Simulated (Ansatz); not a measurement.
Band structure of Mo4Ir (R-3m, 5 atoms in the cell).

```
Mo4Ir
1.0
    1.38790     0.80130    11.82670
   -1.38790     0.80130    11.82670
    0.00000    -1.60260    11.82670
Mo Ir
4 1
Cartesian
  0.00000   0.00000  21.38432
  0.00000   0.00000  14.09578
  0.00000   0.00000   7.12086
  0.00000   0.00000  28.35924
  0.00000   0.00000   0.00000
```

Level of theory: PBEsol, PAW files made with PBE (plane waves; Ansatz, a quantum-chemistry and plane-wave program).

Settings: basis.ecutwfc = 420 eV; kpoints.mp_grid.grid = 7 7 7; hamiltonian.xc = pbesol; hamiltonian.pseudopotentials = {kind: paw} (the program's default PAW files); scf.occupations.method = fermi_dirac; scf.occupations.width = 0.1 eV; kpoints.band_path.path = [[0.0, 0.0, 0.0], [0.5, 0.0, 0.0], [0.5, 0.16972703, -0.16972703]]; kpoints.band_path.npoints = 8.

The starting cell comes from a database of computed structures (which also holds hypothetical and non-ambient phases and stackings), without a prior relaxation at this level. Spin-orbit coupling is off. Spin polarisation is off.

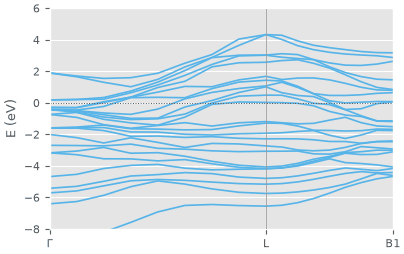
Fig. 1. Bands along the path, energies from the Fermi level.

Levels in eV from the Fermi level, bands 33 to 40:
| point | 33 | 34 | 35 | 36 | 37 | 38 | 39 | 40 |
|---|---|---|---|---|---|---|---|---|
| Γ | -0.74 | -0.74 | -0.43 | -0.43 | -0.43 | -0.43 | -0.32 | -0.28 |
| L | -1.19 | 0.03 | 0.49 | 1.02 | 1.07 | 1.43 | 1.68 | 2.57 |
| B1 | -1.51 | -1.19 | -1.14 | 0.07 | 0.08 | 0.64 | 0.79 | 0.84 |

Bands cross the Fermi level along this path, so the cell is metallic at this level.

Keys are those of Ansatz 0.2.
